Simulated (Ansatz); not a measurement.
Calculation: PBE (plane waves to 420 eV, PAW; Ansatz, a first-principles code).

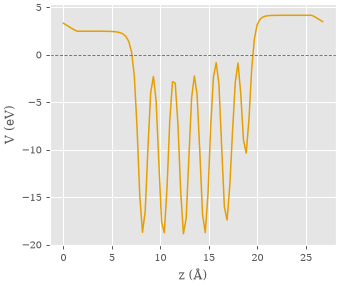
Figure: Plane-averaged electrostatic potential energy along the normal, in eV from the Fermi level, for the (100) surface of rock-salt TiN, half the Ti sites of the top plane empty, c(2x2) (bottom of the slab: a bare face, its two planes held)

Slab: 23 atoms, 10.6 Å thick at the start with caps and adatoms (thin: gaps and levels are the slab's own); k 9x9x1, smearing 0.1 eV, dipole-corrected; 8 atoms held, the rest relaxed; held to the start's symmetry, so lower structures may exist; no spin, no spin-orbit, no U. It is one candidate, not shown to be the stable structure of the face.

**Question.** The surface cell has an area of 18.04 Å². What dipole along the normal does the step between the two vacuum levels imply?

**Answer.** the top vacuum level lies 1.67 eV above the bottom one; p = −ε₀ A ΔV (ε₀ = 0.005526 e/(V·Å)) gives -0.17 e·Å a cell.
